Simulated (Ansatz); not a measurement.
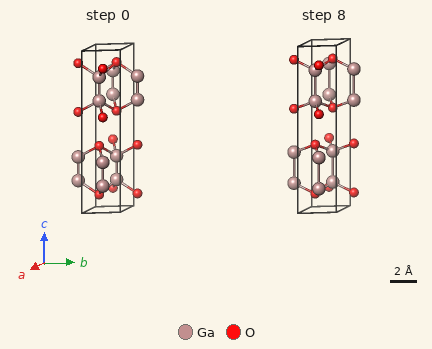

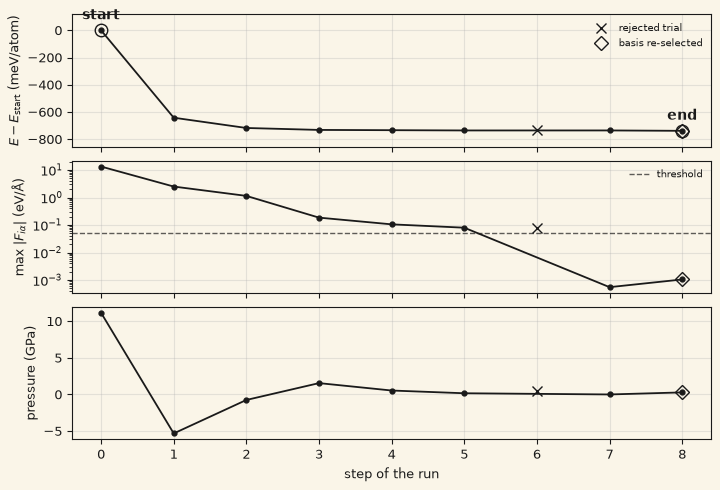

First and last geometry of a relaxation of solid GaO (a generated structure, set up in P6_3/mmc) (coarse preliminary run), with the history of the run. Style: ball-and-stick. Shown: the cell of the calculation, slightly off an axis.

Computed with Ansatz 0.2.0, DFT PBE, scalar-relativistic, plane waves, PAW. Settings: plane-wave cutoff 420 eV; k-point mesh 6 × 6 × 2; occupations gaussian; smearing width 0.1 eV; no spin polarisation; cell and atoms relaxed; force threshold 0.05 eV/Å; at most 80 steps.

Read the history and describe the run.

Answer. It converged. Over 6 accepted moves (8 points after the start) the energy falls by 738 meV per atom. Largest force component: 13 eV/Å at the start, 0.0011 eV/Å at the end. The pressure goes from 11.15 to 0.28 GPa. The line search rejected the trial step at point 6 of the run. The SCF was repeated once at an unchanged geometry on a basis and grid sized afresh for the cell, which shifted the energy by 2.8 meV per atom at most. The largest moves relative to the cell, 0.27 Å, are those of Ga atoms. Largest moves by element: Ga 0.27 Å, O 0.04 Å. The volume changes by +5.0 %, with a = b 3.074 → 3.107 Å (+1.1 %), c 13.077 → 13.439 Å (+2.8 %). Among the contacts that change: Ga–Ga 1.909 → 2.503 Å, Ga–O 2.041 → 1.934 Å. Among the angles between lasting bonds that change: Ga–O–Ga 97.7° → 106.9°, O–Ga–O 97.7° → 106.9°, Ga–Ga–O 119.6° → 112.0°. The space group stays P6_3/mmc (No. 194). The run took 26 s on 2 threads of Arm Neoverse V2, on a shared host, peak memory 0.42 GiB.

Limits of the set-up: layers or molecules are held without a dispersion correction, so their spacing is unreliable.
